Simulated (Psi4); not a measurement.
# H3PO (SMILES O=[PH3]): a chain of runs

We compute a structure relaxation (B3LYP/6-31G*), then vibrational wavenumbers, then a single-point energy (CCSD(T)/cc-pVTZ) of H3PO. 

The results are computed with Psi4 1.11.

## (1) Starting point

The species is H3PO (5 atoms), meant as a singlet with charge 0. SMILES: `O=[PH3]`. The shape is that of a GFN2-xTB optimisation. The run starts from this shape.

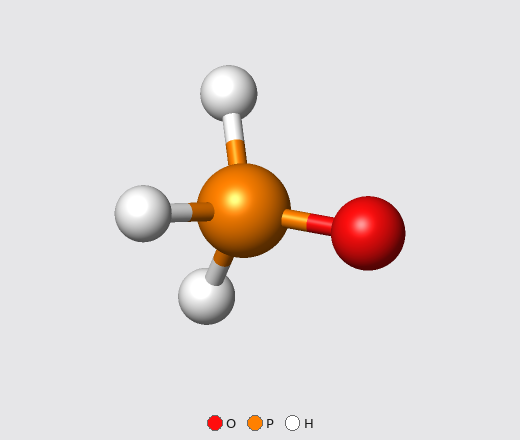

The structure, seen from a chosen angle (oxygen red, phosphorus orange, hydrogen white).

## (2) A geometry optimisation at B3LYP/6-31G(d) (density fitting, Cartesian functions) (run 1)

run.py

```python
import psi4

psi4.set_memory('1600 MB')
psi4.set_num_threads(1)
psi4.set_output_file('psi4.out', False)

m = psi4.geometry("""
0 1
O
P 1 1.452724
H 2 1.387694 1 115.22991
H 2 1.387011 3 103.23435 1 -126.53215
H 2 1.386969 4 103.15772 3 107.00898
symmetry c1
""")

psi4.set_options({
    'basis': '6-31G*',
    'geom_maxiter': 60,
})

e_tot, wfn = psi4.optimize("b3lyp", return_wfn=True)
print('E =', round(e_tot, 9))
print(m.to_string(dtype='xyz', units='Angstrom'))
```

Run with:

```console
$ python run.py
```

psi4.out:

```text
[...]
  Running in c1 symmetry.
[...]
  Nuclear repulsion =   66.902987490179726
[...]
  Multiplicity = 1
[...]
  Nalpha       = 13
  Nbeta        = 13
[...]
    Number of basis functions: 40
[...]
   @DF-RKS iter   1:  -418.13498393231180    8.98864e-02   1.82885e-02 ADIIS/DIIS
[...]
   @DF-RKS iter   6:  -418.35773608365304   -3.80851e-12   9.80566e-09 DIIS
[...]
  @DF-RKS Final Energy:  -418.35773608365304
   => Energetics <=
    Nuclear Repulsion Energy =             65.0872383929419698
    One-Electron Energy =                -706.3583703814981618
    Two-Electron Energy =                 249.5279998360605589
    DFT Exchange-Correlation Energy =     -26.6146039311574256
    Empirical Dispersion Energy =           0.0000000000000000
    VV10 Nonlocal Energy =                  0.0000000000000000
    Total Energy =                       -418.3577360836530374
[...]
  -Total Gradient:
     Atom            X                  Y                   Z
    ------   -----------------  -----------------  -----------------
       1        0.000000447818     0.000000059593    -0.000102275345
       2       -0.000003588845     0.000000445884     0.000133132136
       3        0.000001486331     0.000006660271    -0.000001831660
       4       -0.000008571508    -0.000004702369    -0.000001965002
       5        0.000009477964    -0.000003165379    -0.000001940381
[...]
    Final optimized geometry and variables:
    Molecular point group: c1
    Full point group: C1
    Geometry (in Angstrom), charge = 0, multiplicity = 1:
    O
    P             1    1.494198
    H             2    1.420177      1  117.664599
    H             2    1.420175      3  100.173349      1 -128.805215
    H             2    1.420172      4  100.173805      3  102.389516
[...]
```

On the terminal:

```text
Optimizer: Optimization complete!
E = -418.357736084
5
0 1 H3OP
O                    -0.000000647797    -0.000000063217    -1.056010082902
P                    -0.000000647797    -0.000000063217     0.438187453233
H                    -0.000000647797    -1.257823002436     1.097568193737
H                     1.089314465645     0.628885090057     1.097575151991
H                    -1.089283627905     0.628940858558     1.097568305769
```

Wall time 10 s (1 thread of Intel Xeon 6975P-C (Granite Rapids), shared host); peak memory 0.36 GiB.

Step by step:

```
step  energy from the first frame kept (eV)  largest force (eV/Å)
   0                                 0.0000                2.9277
   1                                -0.1145                0.6486
   2                                -0.1256                0.1547
   3                                -0.1272                0.1416
   4                                -0.1274                0.0549
   5                                -0.1274                0.0068
```

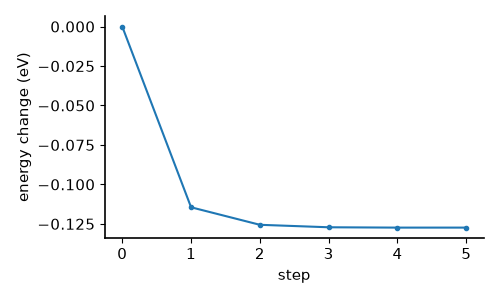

Energy along the run.

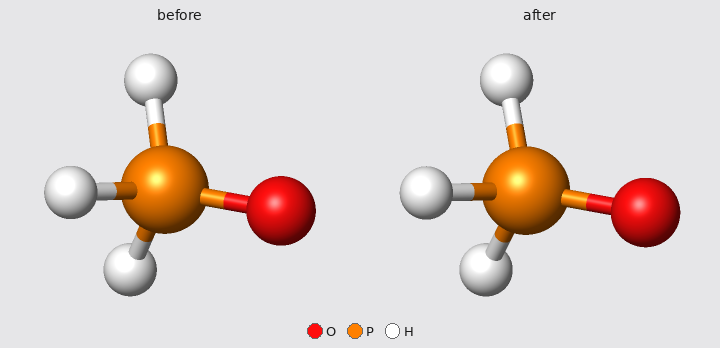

Before and after, at one scale.

After the run. Bond lengths: O1–P2 1.494 Å, P2–H3 1.420 Å, P2–H4 1.420 Å, P2–H5 1.420 Å. Angles: O1–P2–H3 117.7°, O1–P2–H4 117.7°, O1–P2–H5 117.7°, H3–P2–H4 100.2°, H3–P2–H5 100.2°, H4–P2–H5 100.2°.

## (3) Vibrational wavenumbers at B3LYP/6-31G(d) (density fitting, Cartesian functions) (run 2)

job.dat

```
memory 1.6 GB

molecule molecule1 {
  0 1
  O     -2.66717268    -0.63337573     1.02859683
  P     -0.09481512    -0.02380110     0.03650573
  H      1.65895844     1.10071067     1.72832084
  H      1.38954963    -2.05096323    -0.90675485
  H      0.07257682     1.68580200    -2.02545192
  units au
}

set {
  basis                      6-31G*
  t                          298.15
  rotational_symmetry_number 3
}

freq("b3lyp")
```

Run with:

```console
$ psi4 job.dat job.out -n 1
```

job.out:

```text
[...]
  Running in c1 symmetry.
[...]
  Nuclear repulsion =   65.087250651808802
[...]
  Multiplicity = 1
[...]
  Nalpha       = 13
  Nbeta        = 13
[...]
    Number of basis functions: 40
[...]
   @DF-RKS iter   1:  -418.14328164208723   -1.27292e-02   1.79703e-02 ADIIS/DIIS
[...]
   @DF-RKS iter  11:  -418.35773507770489    5.68434e-14   5.57060e-10 DIIS
[...]
  @DF-RKS Final Energy:  -418.35773507770489
   => Energetics <=
    Nuclear Repulsion Energy =             65.0837232508179255
    One-Electron Energy =                -706.3512878362018910
    Two-Electron Energy =                 249.5242570699131193
    DFT Exchange-Correlation Energy =     -26.6144275622340309
    Empirical Dispersion Energy =           0.0000000000000000
    VV10 Nonlocal Energy =                  0.0000000000000000
    Total Energy =                       -418.3577350777048878
[...]
  -Total Gradient:
     Atom            X                  Y                   Z
    ------   -----------------  -----------------  -----------------
       1       -0.000084923923    -0.000058484990     0.000047054573
       2        0.000214020260    -0.000406960748     0.000224413495
       3        0.000022619928    -0.000080722732     0.000019719639
       4       -0.000133330808     0.000193451083     0.000158861290
       5        0.000004001488     0.000358837010    -0.000459654396
[...]
  ==> Harmonic Vibrational Analysis <==
[...]
  Freq [cm^-1]                 864.1976            864.6485           1120.3422
[...]
  IR activ [km/mol]            29.6624             29.7294             46.4254
[...]
  Freq [cm^-1]                1120.7400           1167.8315           1294.5828
[...]
  IR activ [km/mol]            46.3920              2.1246             196.3865
[...]
  Freq [cm^-1]                2414.8467           2414.9246           2437.6826
[...]
```

It took 46 s on 1 thread of Intel Xeon 6975P-C (Granite Rapids), shared host; peak memory 0.34 GiB.

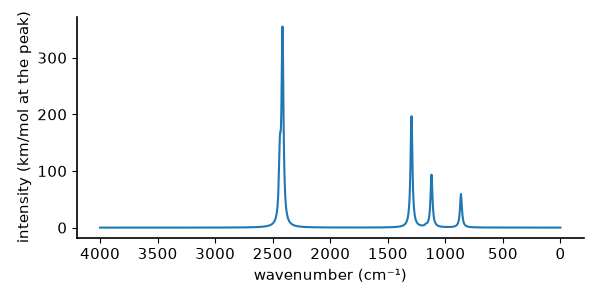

Harmonic infrared spectrum, unscaled, lines broadened by 10 cm⁻¹.

## (4) A single-point energy at CCSD(T)/cc-pVTZ (run 3)

calc.dat

```
memory 1600 mb

molecule m {
  0 1
  O     -1.411407    -0.335168     0.544310
  P     -0.050174    -0.012595     0.019318
  H      0.877883     0.582471     0.914588
  H      0.735318    -1.085323    -0.479834
  H      0.038406     0.892088    -1.071823
}

set {
  scf_type    pk
  freeze_core true
}

E, wfn = energy("ccsd(t)/cc-pVTZ", return_wfn=True)
```

Run with:

```console
$ psi4 -n 1 calc.dat calc.out
```

calc.out:

```text
[...]
  Running in c1 symmetry.
[...]
  Nuclear repulsion =   65.087250639086221
[...]
  Multiplicity = 1
[...]
  Nalpha       = 13
  Nbeta        = 13
[...]
    Number of basis functions: 106
[...]
   @RHF iter   1:  -417.23827096256809   -2.88580e-01   5.24021e-03 ADIIS/DIIS
[...]
   @RHF iter  10:  -417.38688095314365   -5.48539e-11   7.67529e-09 DIIS
[...]
  @RHF Final Energy:  -417.38688095314365
   => Energetics <=
    Nuclear Repulsion Energy =             65.0872506390862213
    One-Electron Energy =                -706.3008683291193393
    Two-Electron Energy =                 223.8267367368894156
    Total Energy =                       -417.3868809531436455
[...]
 Multipole Moments:
 ------------------------------------------------------------------------------------
     Multipole            Electronic (a.u.)      Nuclear  (a.u.)        Total (a.u.)
 ------------------------------------------------------------------------------------
 L = 1.  Multiply by 2.5417464519 to convert [e a0] to [Debye]
 Dipole X            :         -0.9466654            2.4402281            1.4935627
 Dipole Y            :         -0.2242941            0.5782353            0.3539412
 Dipole Z            :          0.3650902           -0.9411223           -0.5760321
 Magnitude           :                                                    1.6394563
[...]
      * MP2 total energy                      = -417.794196295176789
[...]
      * CCSD total energy                     = -417.812236154037350
[...]
      * CCSD(T) total energy                  = -417.828629440672387
[...]
```

Run time: 26 s. Hardware: 1 thread of Intel Xeon 6975P-C (Granite Rapids), shared host; peak memory 1.3 GiB.

## (5) What came out

```
                                                                      quantity             value
                                  run 1, B3LYP/6-31G*: total energy at the end     -418.35774 Eh
                                            run 1, B3LYP/6-31G*: dipole moment            3.60 D
                                              run 1, B3LYP/6-31G*: HOMO energy          -7.73 eV
                                              run 1, B3LYP/6-31G*: LUMO energy           0.39 eV
                                            run 1, B3LYP/6-31G*: HOMO–LUMO gap           8.13 eV
                               run 2, B3LYP/6-31G*: lowest harmonic wavenumber          864 cm⁻¹
                              run 2, B3LYP/6-31G*: highest harmonic wavenumber         2438 cm⁻¹
                                        run 2, B3LYP/6-31G*: zero-point energy       81.9 kJ/mol
run 2, B3LYP/6-31G*: ideal-gas entropy at 298.15 K (symmetry number 3 as used)  55.9 cal/(mol K)
                                          run 3, CCSD(T)/cc-pVTZ: total energy     -417.82863 Eh
                   run 3, CCSD(T)/cc-pVTZ: HOMO energy (Hartree–Fock orbitals)         -12.05 eV
                   run 3, CCSD(T)/cc-pVTZ: LUMO energy (Hartree–Fock orbitals)           3.25 eV
                 run 3, CCSD(T)/cc-pVTZ: HOMO–LUMO gap (Hartree–Fock orbitals)          15.30 eV
           run 3, CCSD(T)/cc-pVTZ: correlation energy (6 core orbitals frozen)        -441.7 mEh
                                        run 3, CCSD(T)/cc-pVTZ: (T) correction        -16.39 mEh
                                         run 3, CCSD(T)/cc-pVTZ: T1 diagnostic             0.016
```

What this shows: The optimisation (run 1, B3LYP/6-31G*) took 6 steps and changed the energy by -0.127 eV. All 9 modes (run 2, B3LYP/6-31G*) are real, so the shape is a minimum at this level. The triples (run 3, CCSD(T)/cc-pVTZ) make up 3.7 % of the correlation energy.
